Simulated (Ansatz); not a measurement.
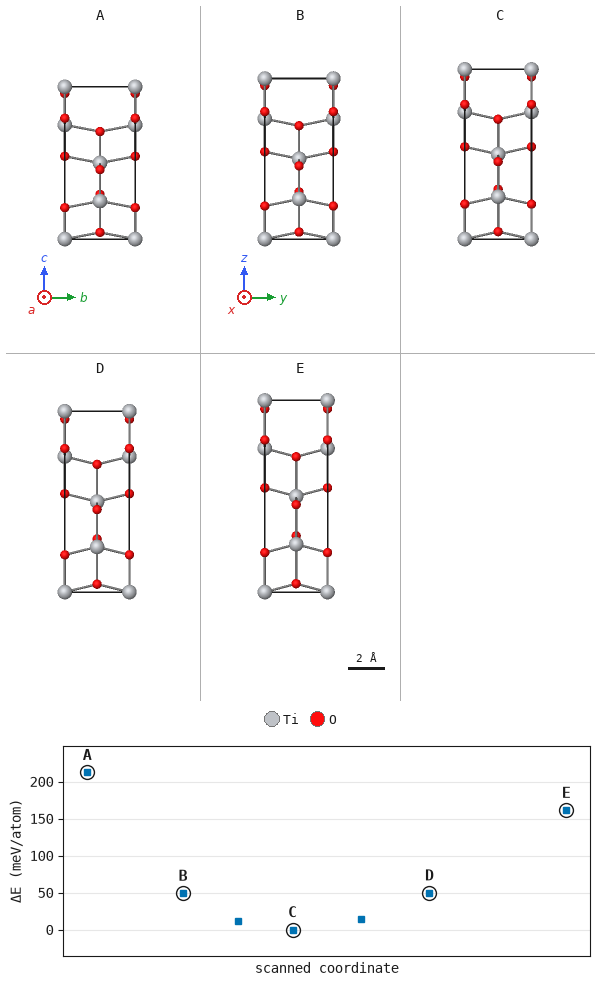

A scan of solid TiO$_{2}$ (I4_1/amd) along one coordinate. x, y and z are the Cartesian axes of the input. Style: ball-and-stick. Shown: the conventional cell (2 times the calculation's cell), along the a axis. Lengths and directions refer to the drawn axes.

The calculation used DFT r2SCAN+U, scalar-relativistic, plane waves, PAW (Ansatz). Settings: plane-wave cutoff 500 eV; k-point mesh 10 × 10 × 10; occupations gaussian; smearing width 0.05 eV; U Ti 4.0 eV; no spin polarisation. Energies (free energies at the smearing named) are counted from the relaxed crystal.

What is being scanned?

Answer. The ratio of the cell's length along z to its lengths across, counted as 1 for the reference, is changed at fixed volume (a c/a path), with the atoms kept at their fractional coordinates. In the frames the relative ratio is 0.85 (A), 0.92 (B), 1.00 (C), 1.10 (D), 1.20 (E). Of the computed points the lowest is at the relative ratio 1.00, 0.0 meV/atom. The distortion keeps the space group I4_1/amd. At the relative ratio 1.20 the cell of the drawing goes a 3.797 → 3.573 Å, b 3.797 → 3.573 Å, c 9.661 → 10.910 Å.
